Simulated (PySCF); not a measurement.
# MoBr4: ligand-field states

What do calculations give for the ligand-field states of MoBr4?

Computed with PySCF 2.14.0 and routines of our own; the level stands in each step. Atoms count from 0.

### Step 1. The system as given

5 atoms, charge 0, states of the metal's open shell are computed; geometry from: model start, shaken.

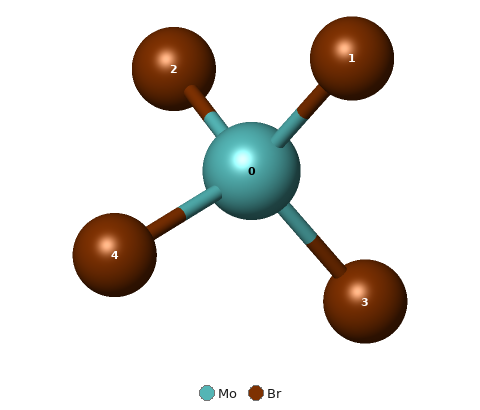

The starting geometry (molybdenum teal, bromine brown); sticks join atoms by distance alone.

### Step 2. Optimising the geometry at PBE0-D3(BJ)/def2-SVP

What the job is given:

```
{"job": {"xc": "PBE0", "basis": "def2-SVP", "d3": "d3bj", "grid": 1, "maxiter": 45, "kind": "geom"}, "charge": 0, "metal": "Mo", "open_shell": "d2"}
Mo     0.000020     0.004480    -0.004110
Br     1.366510     1.373050     1.364990
Br    -1.378960    -1.359760     1.372480
Br    -1.389170     1.387210    -1.374510
Br     1.381450    -1.393820    -1.380310
```

On the command line:

```sh
> OMP_NUM_THREADS=1 python lf_run.py task.json out
```

This one command runs all jobs of the session in turn.

Standard output:

```text
step   0  E = -10362.57118996  max force = 0.006325
step   1  E = -10362.57111009  max force = 0.002165
step   2  E = -10362.57128802  max force = 0.000326
step   3  E = -10362.57128016  max force = 0.000098
step   4  E = -10362.57128504  max force = 0.000240
optimisation converged
```

Wall time 3.3 min (1 thread of Arm Neoverse V1, shared host); peak memory 0.93 GiB.

The steps of the relaxation: (the energy doesn't fall at every step)

```
step  energy from step 0 (eV)  largest force component (eV/Å)
   0                   0.0000                          0.3252
   1                   0.0022                          0.1113
   2                  -0.0027                          0.0168
   3                  -0.0025                          0.0050
   4                  -0.0026                          0.0123
```

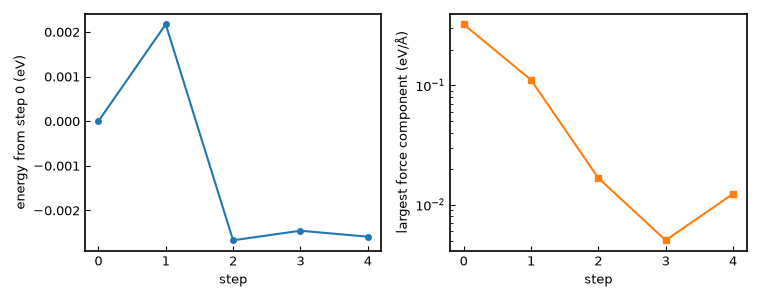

Energy and largest force along the relaxation.

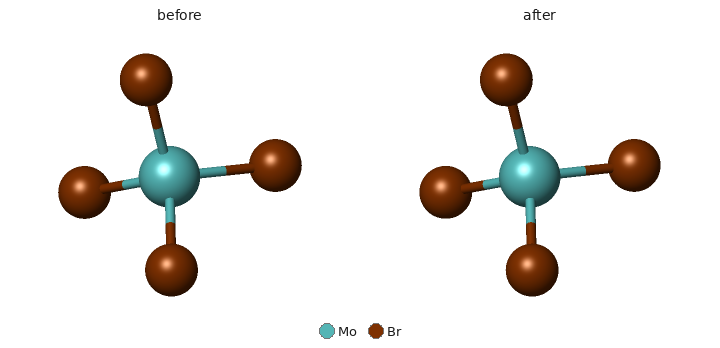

Before and after, at one scale.

Close pairs (by a distance rule), those that changed most:

```
   bond  before (Å)  after (Å)  change (Å)
Mo0–Br4       2.399      2.373      -0.026
Mo0–Br3       2.392      2.373      -0.018
Mo0–Br2       2.379      2.374      -0.005
Mo0–Br1       2.370      2.374      +0.004
```

The next job starts from the end point, and lists it.

```
                         at the end point                value
  point group (found at 0.08 Å tolerance)                   Td
rotational constants (GHz, main isotopes)  0.427, 0.426, 0.426
                        dipole moment (D)                 0.01
                                     ⟨S²⟩                2.014
```

### Step 3. Ligand-field states: state-averaged CASSCF

What the job is given:

```
{"job": {"kind": "lf", "basis": {"metal": "x2c-TZVPall", "ligand": "x2c-SVPall"}, "nevpt": true}, "charge": 0, "metal": "Mo", "open_shell": "d2"}
Mo     0.000000     0.000000     0.000000
Br     1.370393     1.370393     1.370393
Br    -1.370393     1.370393    -1.370393
Br     1.370393    -1.370393    -1.370393
Br    -1.370393    -1.370393     1.370393
```

Level: state-averaged CASSCF of the metal d shell, SC-NEVPT2 on the averaged canonical orbitals, state-interaction spin-orbit coupling.

Standard output:

```text
basis functions 191, electrons 182, active (2e, 5o)
stage 1: DIIS on the effective Fock matrix, level shift 0.30
cycle   1  E = -14460.9640377177  dE = -1.446e+04  max|g| = 8.930e-01
cycle   2  E = -14460.0740907386  dE =  8.899e-01  max|g| = 8.952e-01
cycle   3  E = -14461.3304848740  dE = -1.256e+00  max|g| = 7.247e-01
cycle   4  E = -14462.1051595356  dE = -7.747e-01  max|g| = 4.888e-01
cycle   5  E = -14462.2046837431  dE = -9.952e-02  max|g| = 2.822e-01
cycle   6  E = -14462.2776162172  dE = -7.293e-02  max|g| = 4.975e-02
cycle   7  E = -14462.2842113008  dE = -6.595e-03  max|g| = 3.368e-02
cycle   8  E = -14462.2862898249  dE = -2.079e-03  max|g| = 2.687e-02
cycle   9  E = -14462.2873259076  dE = -1.036e-03  max|g| = 1.108e-02
cycle  10  E = -14462.2874783277  dE = -1.524e-04  max|g| = 3.640e-03
cycle  11  E = -14462.2874994442  dE = -2.112e-05  max|g| = 2.326e-03
cycle  12  E = -14462.2875052430  dE = -5.799e-06  max|g| = 9.445e-04
cycle  13  E = -14462.2875071720  dE = -1.929e-06  max|g| = 5.245e-04
cycle  14  E = -14462.2875078228  dE = -6.507e-07  max|g| = 3.968e-04
cycle  15  E = -14462.2875080359  dE = -2.132e-07  max|g| = 4.100e-04
cycle  16  E = -14462.2875081450  dE = -1.091e-07  max|g| = 3.199e-04
cycle  17  E = -14462.2875081896  dE = -4.464e-08  max|g| = 2.375e-04
cycle  18  E = -14462.2875082120  dE = -2.238e-08  max|g| = 2.256e-04
cycle  19  E = -14462.2875082284  dE = -1.635e-08  max|g| = 1.333e-04
cycle  20  E = -14462.2875082417  dE = -1.328e-08  max|g| = 1.015e-04
cycle  21  E = -14462.2875082463  dE = -4.620e-09  max|g| = 1.073e-04
cycle  22  E = -14462.2875082495  dE = -3.191e-09  max|g| = 7.243e-05
cycle  23  E = -14462.2875082516  dE = -2.139e-09  max|g| = 7.236e-05
cycle  24  E = -14462.2875082532  dE = -1.608e-09  max|g| = 6.571e-05
cycle  25  E = -14462.2875082543  dE = -1.053e-09  max|g| = 4.737e-05
cycle  26  E = -14462.2875082550  dE = -7.622e-10  max|g| = 3.791e-05
cycle  27  E = -14462.2875082555  dE = -5.220e-10  max|g| = 3.733e-05
cycle  28  E = -14462.2875082559  dE = -3.620e-10  max|g| = 3.166e-05
cycle  29  E = -14462.2875082562  dE = -2.510e-10  max|g| = 1.953e-05
cycle  30  E = -14462.2875082563  dE = -1.419e-10  max|g| = 2.011e-05
cycle  31  E = -14462.2875082564  dE = -1.164e-10  max|g| = 1.849e-05
cycle  32  E = -14462.2875082565  dE = -7.094e-11  max|g| = 1.609e-05
cycle  33  E = -14462.2875082565  dE = -5.093e-11  max|g| = 1.402e-05
cycle  34  E = -14462.2875082566  dE = -4.366e-11  max|g| = 1.212e-05
cycle  35  E = -14462.2875082566  dE = -2.728e-11  max|g| = 9.119e-06
converged average energy = -14462.2875082566

 mult deg   label        CASSCF/cm-1   NEVPT2/cm-1
   3   1   3A2                 0.0           0.0
   1   2   1E               9027.1        7514.4
   3   3   3T2             10064.0       11180.2
   1   1   1A1             15803.7       13254.7
   3   3   3T1             14674.4       14869.6
   1   3   1T2             18734.3       18161.7
   1   3   1T1             20173.5       19109.9
   3   3   3T1             23295.6       23182.3
   1   2   1E              27644.2       27244.0
   1   3   1T2             30022.6       28939.0
   1   1   1A1             41891.3       36838.6

spin-orbit levels / cm-1
      0.00  x3  3A2 0.99
   7401.20  x2  1E 0.96
  11191.49  x3  3T2 1.00
  11266.22  x2  3T2 0.96
  11282.28  x3  3T2 0.99
  11309.19  x1  3T2 1.00
  13165.20  x1  1A1 0.94 3T1 0.06
  14690.11  x3  3T1 0.99
  14764.02  x2  3T1 0.99
  15146.38  x3  3T1 1.00
  15448.97  x1  3T1 0.93 1A1 0.06
  18205.12  x3  1T2 0.98
  19145.46  x3  1T1 0.99
  22774.86  x1  3T1 1.00
  23055.67  x3  3T1 0.99
  23515.97  x2  3T1 0.99
  23568.58  x3  3T1 0.99
  27369.14  x2  1E 0.99
  29041.73  x3  1T2 1.00
  36953.14  x1  1A1 1.00
```

Wall time 45 s (1 thread of Arm Neoverse V1, shared host); peak memory 0.76 GiB.

Warnings kept with the result: strongly covalent, metal-shell active space is small for this complex.

In short:

```
             quantity     value
spin-orbit constant ζ  398 cm⁻¹
```

Powder susceptibility:

```
T (K)  χT (cm³ K/mol)  μ(eff)
    2           0.880    2.65
    5           0.880    2.65
   10           0.880    2.65
   20           0.881    2.65
   30           0.882    2.66
   50           0.883    2.66
   75           0.885    2.66
  100           0.887    2.66
  150           0.891    2.67
  200           0.895    2.67
  250           0.899    2.68
  300           0.903    2.69
```

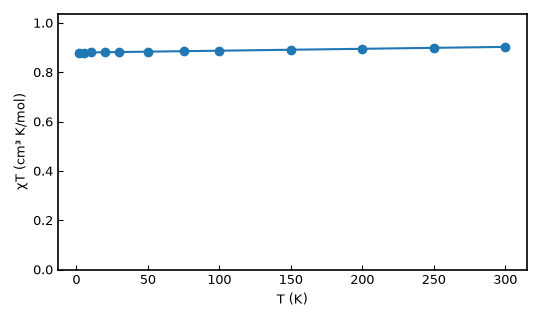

χT against temperature.

The fields below are evaluated on a grid from the run's orbitals.

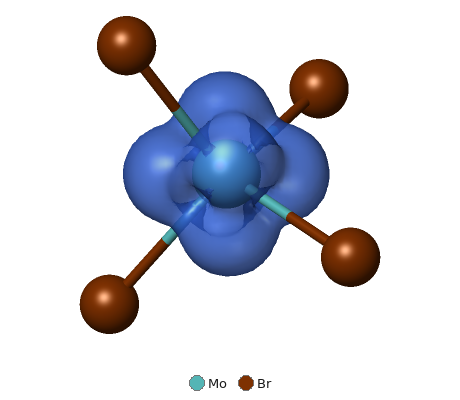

Spin density at ±0.08 e/Å³ (alpha excess blue, beta excess red).

In these pictures sticks join atoms by distance alone, so bonds to metals can be missing or extra.

### Step 4. Ligand-field states: state-averaged CASSCF (basis x2c-TZVPall)

What the job is given:

```
{"job": {"kind": "lf", "basis": "x2c-TZVPall", "nevpt": true}, "charge": 0, "metal": "Mo", "open_shell": "d2"}
Mo     0.000000     0.000000     0.000000
Br     1.370393     1.370393     1.370393
Br    -1.370393     1.370393    -1.370393
Br     1.370393    -1.370393    -1.370393
Br    -1.370393    -1.370393     1.370393
```

Level: state-averaged CASSCF of the metal d shell, SC-NEVPT2 on the averaged canonical orbitals, state-interaction spin-orbit coupling.

Standard output:

```text
basis functions 255, electrons 182, active (2e, 5o)
stage 1: DIIS on the effective Fock matrix, level shift 0.30
cycle   1  E = -14462.7910245049  dE = -1.446e+04  max|g| = 7.688e-01
cycle   2  E = -14461.8663062985  dE =  9.247e-01  max|g| = 9.249e-01
cycle   3  E = -14463.1347108068  dE = -1.268e+00  max|g| = 7.259e-01
cycle   4  E = -14463.9926379315  dE = -8.579e-01  max|g| = 3.681e-01
cycle   5  E = -14464.0708744916  dE = -7.824e-02  max|g| = 2.510e-01
cycle   6  E = -14464.1172534443  dE = -4.638e-02  max|g| = 3.268e-02
cycle   7  E = -14464.1213457189  dE = -4.092e-03  max|g| = 4.189e-02
cycle   8  E = -14464.1234337324  dE = -2.088e-03  max|g| = 3.042e-02
cycle   9  E = -14464.1245830217  dE = -1.149e-03  max|g| = 1.492e-02
cycle  10  E = -14464.1248362420  dE = -2.532e-04  max|g| = 5.981e-03
cycle  11  E = -14464.1248650320  dE = -2.879e-05  max|g| = 4.102e-03
cycle  12  E = -14464.1248783155  dE = -1.328e-05  max|g| = 1.792e-03
cycle  13  E = -14464.1248804194  dE = -2.104e-06  max|g| = 1.661e-03
cycle  14  E = -14464.1248821231  dE = -1.704e-06  max|g| = 1.029e-03
cycle  15  E = -14464.1248832767  dE = -1.154e-06  max|g| = 6.401e-04
cycle  16  E = -14464.1248835639  dE = -2.871e-07  max|g| = 4.960e-04
cycle  17  E = -14464.1248836818  dE = -1.179e-07  max|g| = 2.783e-04
cycle  18  E = -14464.1248837362  dE = -5.438e-08  max|g| = 1.788e-04
cycle  19  E = -14464.1248837614  dE = -2.516e-08  max|g| = 1.424e-04
cycle  20  E = -14464.1248837725  dE = -1.114e-08  max|g| = 1.151e-04
cycle  21  E = -14464.1248837785  dE = -5.990e-09  max|g| = 8.035e-05
cycle  22  E = -14464.1248837814  dE = -2.899e-09  max|g| = 5.677e-05
cycle  23  E = -14464.1248837828  dE = -1.381e-09  max|g| = 4.138e-05
cycle  24  E = -14464.1248837835  dE = -7.749e-10  max|g| = 2.984e-05
cycle  25  E = -14464.1248837839  dE = -3.893e-10  max|g| = 2.180e-05
cycle  26  E = -14464.1248837842  dE = -2.219e-10  max|g| = 1.553e-05
cycle  27  E = -14464.1248837843  dE = -1.219e-10  max|g| = 1.088e-05
cycle  28  E = -14464.1248837843  dE = -6.366e-11  max|g| = 7.775e-06
converged average energy = -14464.1248837843

 mult deg   label        CASSCF/cm-1   NEVPT2/cm-1
   3   1   3A2                 0.0           0.0
   1   2   1E               9084.0        7486.0
   3   3   3T2             10177.8       11016.2
   1   1   1A1             15919.3       13184.6
   3   3   3T1             14822.5       14634.0
   1   3   1T2             18863.3       17920.7
   1   3   1T1             20299.9       18850.0
   3   3   3T1             23517.0       22813.5
   1   2   1E              27879.6       26794.7
   1   3   1T2             30252.8       28464.1
   1   1   1A1             42103.4       36277.9

spin-orbit levels / cm-1
      0.00  x3  3A2 0.99
   7366.11  x2  1E 0.96 3T2 0.03
  11030.93  x3  3T2 1.00
  11110.14  x2  3T2 0.96 1E 0.03
  11117.95  x3  3T2 0.99
  11142.76  x1  3T2 1.00
  13080.85  x1  1A1 0.92 3T1 0.07
  14458.53  x3  3T1 0.99
  14533.45  x2  3T1 0.99
  14910.71  x3  3T1 1.00
  15225.83  x1  3T1 0.92 1A1 0.08
  17962.42  x3  1T2 0.98
  18886.01  x3  1T1 0.99
  22416.22  x1  3T1 1.00
  22694.38  x3  3T1 0.99
  23147.21  x2  3T1 0.99
  23201.63  x3  3T1 0.99
  26922.32  x2  1E 0.99
  28569.38  x3  1T2 1.00
  36395.38  x1  1A1 1.00
```

It took 69 s on 1 thread of Arm Neoverse V1, shared host; peak memory 1 GiB.

Warnings kept with the result: strongly covalent, metal-shell active space is small for this complex.

In short:

```
             quantity     value
spin-orbit constant ζ  403 cm⁻¹
```

Powder susceptibility:

```
T (K)  χT (cm³ K/mol)  μ(eff)
    2           0.877    2.65
   20           0.878    2.65
  100           0.885    2.66
  300           0.900    2.68
```

### Step 5. Ligand-field states: state-averaged CASSCF (avg hs)

What the job is given:

```
{"job": {"kind": "lf", "basis": {"metal": "x2c-TZVPall", "ligand": "x2c-SVPall"}, "nevpt": true, "avg": "hs"}, "charge": 0, "metal": "Mo", "open_shell": "d2"}
Mo     0.000000     0.000000     0.000000
Br     1.370393     1.370393     1.370393
Br    -1.370393     1.370393    -1.370393
Br     1.370393    -1.370393    -1.370393
Br    -1.370393    -1.370393     1.370393
```

Level: state-averaged CASSCF of the metal d shell, SC-NEVPT2 on the averaged canonical orbitals, state-interaction spin-orbit coupling.

Standard output:

```text
basis functions 191, electrons 182, active (2e, 5o)
stage 1: DIIS on the effective Fock matrix, level shift 0.30
cycle   1  E = -14460.9731166788  dE = -1.446e+04  max|g| = 8.930e-01
cycle   2  E = -14460.1335734985  dE =  8.395e-01  max|g| = 8.836e-01
cycle   3  E = -14461.4025315800  dE = -1.269e+00  max|g| = 6.992e-01
cycle   4  E = -14462.0237913669  dE = -6.213e-01  max|g| = 5.499e-01
cycle   5  E = -14462.1558322378  dE = -1.320e-01  max|g| = 3.815e-01
cycle   6  E = -14462.2795837088  dE = -1.238e-01  max|g| = 9.655e-02
cycle   7  E = -14462.2949018524  dE = -1.532e-02  max|g| = 2.762e-02
cycle   8  E = -14462.2984783115  dE = -3.576e-03  max|g| = 2.270e-02
cycle   9  E = -14462.2995622834  dE = -1.084e-03  max|g| = 1.502e-02
cycle  10  E = -14462.2997437976  dE = -1.815e-04  max|g| = 1.321e-02
cycle  11  E = -14462.2998600834  dE = -1.163e-04  max|g| = 6.973e-03
...
cycle  33  E = -14462.2999082427  dE = -1.008e-08  max|g| = 1.461e-04
cycle  34  E = -14462.2999082503  dE = -7.503e-09  max|g| = 1.396e-04
cycle  35  E = -14462.2999082560  dE = -5.723e-09  max|g| = 1.446e-04
cycle  36  E = -14462.2999082604  dE = -4.382e-09  max|g| = 1.098e-04
cycle  37  E = -14462.2999082637  dE = -3.374e-09  max|g| = 8.661e-05
cycle  38  E = -14462.2999082662  dE = -2.452e-09  max|g| = 9.268e-05
cycle  39  E = -14462.2999082680  dE = -1.823e-09  max|g| = 8.998e-05
cycle  40  E = -14462.2999082694  dE = -1.348e-09  max|g| = 6.793e-05
stage 2: quasi-Newton rotations from the point of smallest gradient
cycle  43  E = -14462.2999082730  dE = -3.669e-09  max|g| = 2.854e-05
cycle  44  E = -14462.2999082743  dE = -1.284e-09  max|g| = 5.777e-06
converged average energy = -14462.2999082743

 mult deg   label        CASSCF/cm-1   NEVPT2/cm-1
   3   1   3A2                 0.0           0.0
   1   2   1E               9173.4        7562.7
   3   3   3T2             10122.4       11186.8
   1   1   1A1             16047.2       13331.7
   3   3   3T1             14786.0       14891.0
   1   3   1T2             18877.6       18210.2
   1   3   1T1             20374.9       19168.9
   3   3   3T1             23456.2       23176.5
   1   2   1E              27875.7       27267.3
   1   3   1T2             30237.3       28967.9
   1   1   1A1             42288.1       36897.3

spin-orbit levels / cm-1
      0.00  x3  3A2 0.99
   7444.60  x2  1E 0.96 3T2 0.03
  11202.02  x3  3T2 1.00
  11279.78  x2  3T2 0.96 1E 0.03
  11287.73  x3  3T2 0.99
  11312.06  x1  3T2 1.00
  13236.83  x1  1A1 0.93 3T1 0.07
  14711.87  x3  3T1 0.99
  14787.14  x2  3T1 0.99
  15171.88  x3  3T1 1.00
  15482.36  x1  3T1 0.93 1A1 0.07
  18252.60  x3  1T2 0.98
  19205.21  x3  1T1 0.99
  22771.96  x1  3T1 1.00
  23053.80  x3  3T1 0.99
  23513.10  x2  3T1 0.99
  23567.49  x3  3T1 0.99
  27394.64  x2  1E 0.99
  29072.96  x3  1T2 1.00
  37015.10  x1  1A1 1.00
```

It took 52 s on 1 thread of Arm Neoverse V1, shared host; peak memory 0.82 GiB.

Warnings kept with the result: strongly covalent, metal-shell active space is small for this complex.

Key values:

```
             quantity     value
spin-orbit constant ζ  407 cm⁻¹
```

Powder susceptibility:

```
T (K)  χT (cm³ K/mol)  μ(eff)
    2           0.877    2.65
   20           0.878    2.65
  100           0.884    2.66
  300           0.900    2.68
```

### Step 6. Ligand field across the series

From the NEVPT2 states (cm⁻¹; the spread is that of the fitted one-electron ligand-field levels):

```
step            setting  ground state  next state  orbital spread  Racah B    ζ  μ(eff), 300 K
   3           as given           3A2  1E at 7514            9951      481  398           2.69
   4  basis x2c-TZVPall           3A2  1E at 7486            9817      468  403           2.68
   5             avg hs           3A2  1E at 7563            9930      483  407           2.68
```

### Step 7. Summary of results

| quantity | value |
| --- | --- |
| point group | Td |
| rotational constants (main isotopes) | 0.43, 0.43, 0.43 GHz |
| spin-orbit constant ζ (step 3, state-averaged CASSCF) | 398 cm⁻¹ |
| ground multiplicity, μ(eff) at 300 K (step 3, 4 donors at 2.37 Å) | 3, 2.69 μB |
| ground multiplicity, μ(eff) at 300 K (step 4, 4 donors at 2.37 Å) | 3, 2.68 μB |
| ground multiplicity, μ(eff) at 300 K (step 5, 4 donors at 2.37 Å) | 3, 2.68 μB |

In words: The optimisation took 4 steps and gained 0.003 eV; among the close pairs (by a distance rule), Mo0–Br4 changed most, from 2.399 to 2.373 Å. In step 3 ζ is 45 % of the free ion's 885 cm⁻¹: an effective value, diluted by mixing with the ligands. In step 3, χT goes from 0.88 at 2 K to 0.90 cm³ K/mol at 300 K: nearly flat, so one level governs the whole range. The bonding is strongly covalent, and an active space of the metal's shell alone is small for it, so these values are rough.
